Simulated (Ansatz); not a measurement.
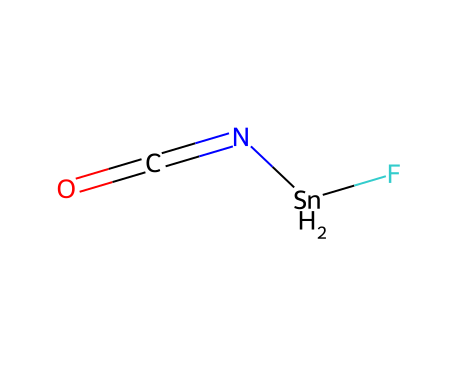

2D structure.

> Give its SMILES.

O=C=[N][SnH2][F]

> What is the molecular formula?

CH2FNOSn.

> An optimisation with PBE0-D4/def2-TZVP gave a structure of which point group?

C1. Other conformers may differ.

More results for the same structure follow; atom numbers are the same in all pictures, views and colours differ. Computed geometry: PBE0-D4/def2-TZVP optimisation.

**Electronic properties**

Level of theory: RKS ωB97M-V/def2-TZVPP, core potentials on Sn (Ansatz 0.2.0).

> What is the LUMO energy (Kohn–Sham orbital)?

0.61 eV.

> Estimate the HOMO energy (Kohn–Sham orbital).

−10.87 eV.

> What is the dipole moment?

3.89 D.

**Vibrations**

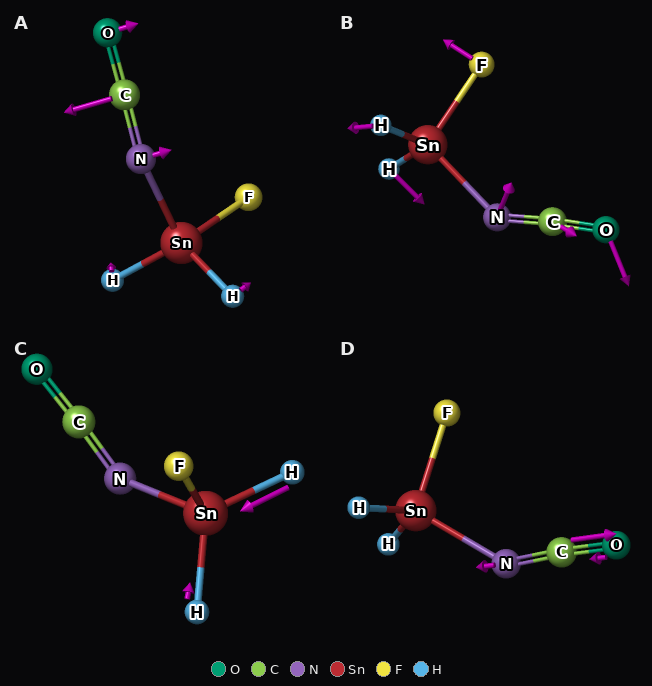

4 normal modes of one molecule or complex, as arrows. Harmonic vibrations computed with RKS PBE0-D4/def2-TZVP, core potentials on Sn (Ansatz 0.2.0) at a stationary point of the same level.

> Match the panels to the wavenumbers 70 cm⁻¹, 642 cm⁻¹, 1999 cm⁻¹, 2361 cm⁻¹.

A: 642 cm⁻¹
B: 70 cm⁻¹
C: 1999 cm⁻¹, Sn–H stretching
D: 2361 cm⁻¹

**Charges**

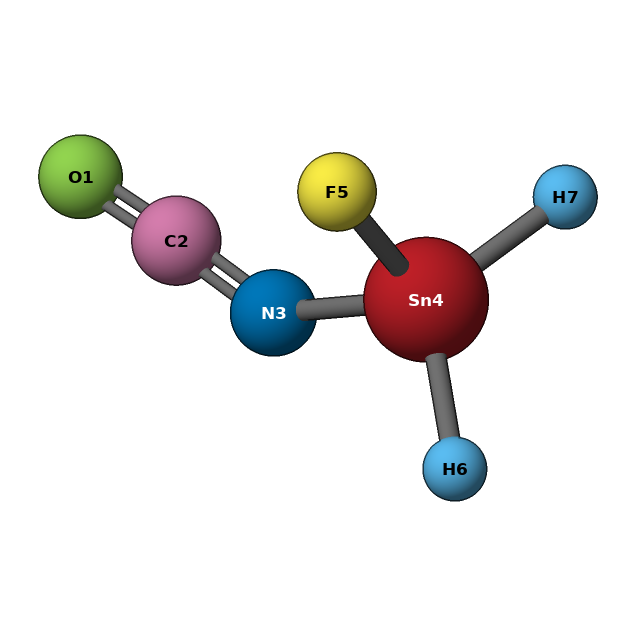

The questions are on Mulliken charges. Level of theory: RKS r2SCAN-D4/def2-TZVPP, core potentials on Sn (Ansatz 0.2.0).

> Which atom carries the highest charge (most positive or least negative)?

Sn4 (1.07 e).

> And the lowest?

F5 (−0.48 e).

List the Mulliken charges.

| atom | value (e) |
| --- | --- |
| O1 | −0.23 |
| C2 | 0.30 |
| N3 | −0.47 |
| Sn4 | 1.07 |
| F5 | −0.48 |
| H6 | −0.09 |
| H7 | −0.09 |

Mulliken values depend strongly on the basis set and can even reverse the polarity of a bond.
